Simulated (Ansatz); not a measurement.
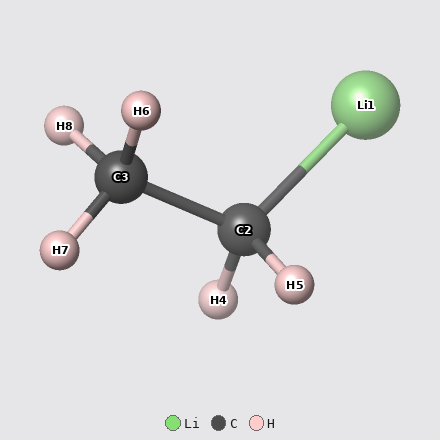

The system is C₂H₅Li, SMILES [Li][CH2]C; the picture shows the reference structure. 
- The first coordinate is: bond length Li1–C2; the second: angle H4–C2–Li1.
- Nothing is relaxed (all other coordinates rigid).
- The grid has 15 × 15 points.
- Points are written as (first, second).
- All energies are given in eV relative to the lowest grid point.
- Computed with Ansatz, RHF/def2-TZVP.

Its coordinates:

```xyz
8

Li   -1.6554    1.6157   -0.5013
C    -0.1709    0.2806   -0.6481
C     0.3087   -0.4062    0.6430
H    -0.4683   -0.4945   -1.3610
H     0.6889    0.7656   -1.1205
H     0.6730    0.3157    1.3725
H     1.1192   -1.1205    0.4855
H    -0.4952   -0.9563    1.1298
```

Range: bond length Li1–C2 from 1.722 to 2.803 Å; angle H4–C2–Li1 from 73.6 to 143.6°.

Predict the map.

Answer. The lowest grid point is at (2.031 Å, 108.6°). It is the only kind of minimum in the scanned range. The highest grid point, (2.803 Å, 143.6°), lies 2.09 eV above the lowest. Round the minimum the two coordinates are weakly coupled (coupling 0.09 in units of the two stiffnesses).

| angle H4–C2–Li1 ↓, bond length Li1–C2 → | 1.722 | 1.799 | 1.876 | 1.953 | 2.031 | 2.108 | 2.185 | 2.262 | 2.339 | 2.417 | 2.494 | 2.571 | 2.648 | 2.726 | 2.803 |
| --- | --- | --- | --- | --- | --- | --- | --- | --- | --- | --- | --- | --- | --- | --- | --- |
| 143.6 | 1.15 | 0.98 | 0.90 | 0.87 | 0.90 | 0.96 | 1.04 | 1.15 | 1.27 | 1.40 | 1.53 | 1.67 | 1.81 | 1.95 | 2.09 |
| 138.6 | 0.92 | 0.75 | 0.66 | 0.63 | 0.65 | 0.71 | 0.79 | 0.89 | 1.00 | 1.13 | 1.26 | 1.40 | 1.54 | 1.68 | 1.81 |
| 133.6 | 0.74 | 0.56 | 0.46 | 0.43 | 0.44 | 0.50 | 0.57 | 0.67 | 0.78 | 0.91 | 1.04 | 1.17 | 1.31 | 1.45 | 1.58 |
| 128.6 | 0.60 | 0.41 | 0.31 | 0.27 | 0.28 | 0.33 | 0.40 | 0.50 | 0.61 | 0.73 | 0.85 | 0.99 | 1.12 | 1.26 | 1.39 |
| 123.6 | 0.49 | 0.30 | 0.19 | 0.15 | 0.16 | 0.20 | 0.27 | 0.36 | 0.47 | 0.59 | 0.71 | 0.84 | 0.97 | 1.11 | 1.24 |
| 118.6 | 0.43 | 0.23 | 0.11 | 0.07 | 0.07 | 0.11 | 0.17 | 0.26 | 0.37 | 0.48 | 0.60 | 0.73 | 0.86 | 0.99 | 1.12 |
| 113.6 | 0.39 | 0.19 | 0.07 | 0.02 | 0.02 | 0.05 | 0.12 | 0.20 | 0.30 | 0.41 | 0.53 | 0.66 | 0.78 | 0.91 | 1.04 |
| 108.6 | 0.39 | 0.18 | 0.06 | 0.01 | 0.00 | 0.03 | 0.09 | 0.17 | 0.27 | 0.38 | 0.49 | 0.61 | 0.74 | 0.86 | 0.99 |
| 103.6 | 0.41 | 0.20 | 0.08 | 0.02 | 0.01 | 0.04 | 0.10 | 0.18 | 0.27 | 0.37 | 0.49 | 0.60 | 0.72 | 0.85 | 0.97 |
| 98.6 | 0.46 | 0.25 | 0.13 | 0.07 | 0.06 | 0.08 | 0.14 | 0.21 | 0.30 | 0.40 | 0.51 | 0.62 | 0.74 | 0.86 | 0.98 |
| 93.6 | 0.54 | 0.33 | 0.20 | 0.14 | 0.13 | 0.15 | 0.20 | 0.27 | 0.35 | 0.45 | 0.56 | 0.67 | 0.78 | 0.89 | 1.01 |
| 88.6 | 0.63 | 0.42 | 0.30 | 0.23 | 0.22 | 0.24 | 0.28 | 0.35 | 0.43 | 0.53 | 0.63 | 0.73 | 0.84 | 0.95 | 1.06 |
| 83.6 | 0.74 | 0.53 | 0.41 | 0.35 | 0.33 | 0.35 | 0.39 | 0.46 | 0.53 | 0.62 | 0.72 | 0.82 | 0.93 | 1.03 | 1.14 |
| 78.6 | 0.87 | 0.66 | 0.54 | 0.48 | 0.46 | 0.48 | 0.52 | 0.58 | 0.65 | 0.74 | 0.83 | 0.93 | 1.03 | 1.13 | 1.23 |
| 73.6 | 1.01 | 0.81 | 0.69 | 0.62 | 0.60 | 0.62 | 0.66 | 0.72 | 0.79 | 0.87 | 0.96 | 1.05 | 1.14 | 1.24 | 1.34 |

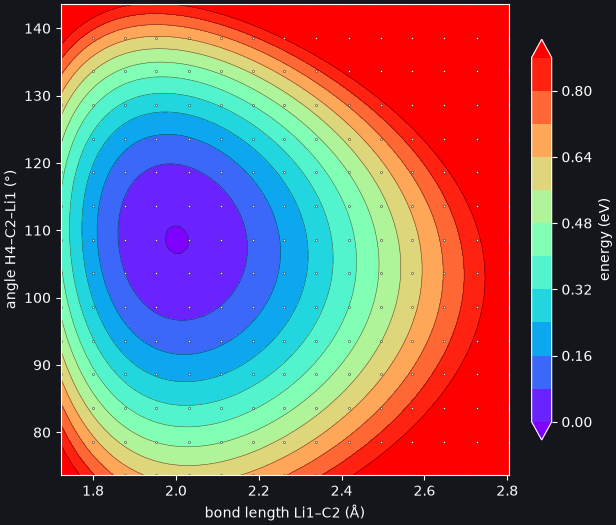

In the figure: filled contours, dots at the grid points, one colour for all values above the top of the scale. Between grid points the surface is interpolated.

The whole map (225 points run) took 2 min on 1 thread of Intel(R) Xeon(R) 6975P-C (Granite Rapids) (shared host).
